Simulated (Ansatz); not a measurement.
# C3H5NSe: what the fields show

The calculation's input:

```
crystal:
  periodic: [false, false, false]
  atoms:
    - { symbol: C, position_ang: [0.4028, -1.3076, 0.9588] }
    - { symbol: C, position_ang: [-0.4436, -1.1012, -0.1104] }
    - { symbol: "N", position_ang: [-1.2054, 0.1159, -0.3483] }
    - { symbol: C, position_ang: [-0.6202, 1.3344, -0.3102] }
    - { symbol: Se, position_ang: [1.1866, 1.717, -0.1543] }
    - { symbol: H, position_ang: [0.4993, -0.4543, 1.6677] }
    - { symbol: H, position_ang: [0.8691, -2.212, 1.1174] }
    - { symbol: H, position_ang: [-0.6036, -1.934, -0.7511] }
    - { symbol: H, position_ang: [-1.3634, 2.1703, -0.431] }
    - { symbol: H, position_ang: [1.3614, 1.6203, -1.6358] }
basis:
  gaussian: { orbitals: def2-SVP }
hamiltonian:
  xc: pbe0
relax:
  f_tol: 0.02
  max_steps: 50
output:
  orbitals: {}
```

Command:

```sh
ansatz run input.yaml --threads 2 --pin off --max-ram 3072MiB --backend cpu --events-out ev --progress --plain --runs-dir out
```

The fields are those of the relaxed geometry.

All numbers below come from RKS PBE0/def2-SVP (Ansatz).

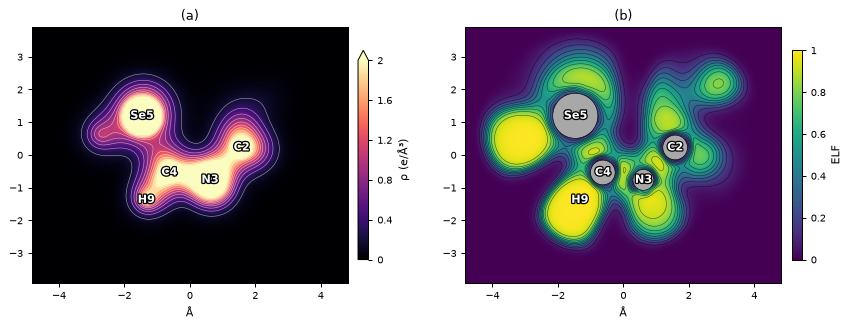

Figure 1. (a) total electron density; (b) ELF on the plane of atoms C2, N3 and C4. Grey discs cover the atomic cores in the ELF map.

Interpret the plot.

The plane passes through C, N, Se and H nuclei. C–N (1.26 Å): ρ is about 2.8 e/Å³ halfway; the ELF peaks at about 0.90 between the atoms (a multiple bond). C–Se (1.93 Å): the density is about 1 e/Å³ at the midpoint; the ELF peaks at about 0.95 between the atoms, as expected for a covalent bond. C–H (1.10 Å): ρ at the midpoint is about 2 e/Å³; the ELF climbs to about 1 towards the hydrogen, as it does in any bond to H (an ordinary covalent bond to hydrogen). C–N (1.39 Å): ρ is about 2.2 e/Å³ halfway; the ELF peaks at about 0.95 between the atoms, as expected for localised, covalent bonding. The ELF also peaks beside N3 and Se5, away from the bonds: lone-pair regions.

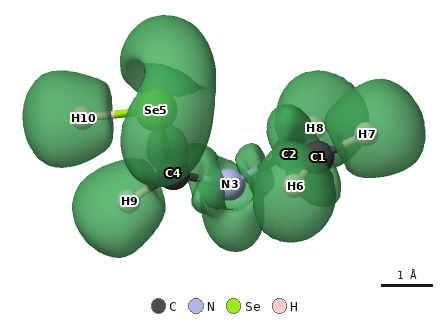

Figure 2. Isosurface of the electron localisation function at 0.75 (green), seen from one side. Core shells and regions of very low density are left out.

Describe the localisation domains.

The ELF exceeds this value in one region between bonded C–C atoms (shared pairs), one region between bonded C–Se atoms (shared pairs), five regions around hydrogen nuclei, one region on N in which the atom's valence shell and bonds are merged and one region wrapped around Se (its valence shell). Along the contacts the grid gives the following. C–C (1.34 Å): the ELF peaks at about 0.95 between the atoms (a short, multiple covalent bond).

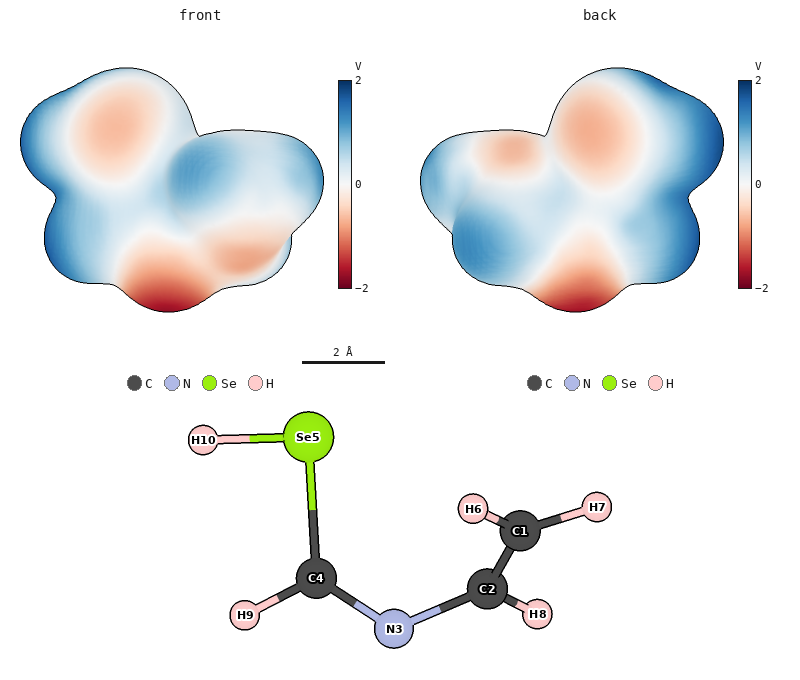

Figure 3. The molecular electrostatic potential painted on the density surface at 0.004 e/bohr³, seen from the front and from behind; the colour scale runs from red (negative) to blue (positive). The bare structure is drawn below in the same view.

Which sites attract a positive test charge, and which a negative one?

A positive charge is drawn to the negative regions and a negative charge to the positive ones. The most negative region (about −1.7 V) lies over N3, the most positive (about +1.7 V) over H9 and H10. N3 is the likeliest acceptor of a hydrogen bond.
